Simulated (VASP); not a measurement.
Band structure of TiS (relaxed from the zinc blende structure, space group F-43m). Calculation: PBEsol GGA, VASP's PBE PAW potentials (set 64) (plane waves; VASP).

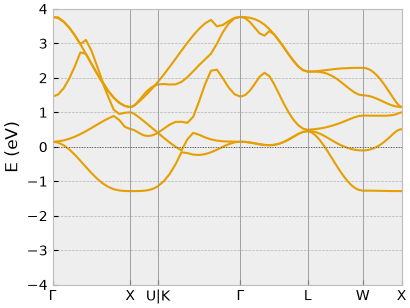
Bands along high-symmetry lines, zero at the valence-band maximum or, without a gap, the Fermi level

### Question
Read the plot: is there a gap, and where are the band edges?

### Answer
It has no gap at this level: it comes out as a metal or semimetal. (Edges off the drawn lines would not show.)

The structure was generated: TiS was put into the zinc blende type (F-43m), which need not be its known phase. It was relaxed first, which changed the volume by -32 %.
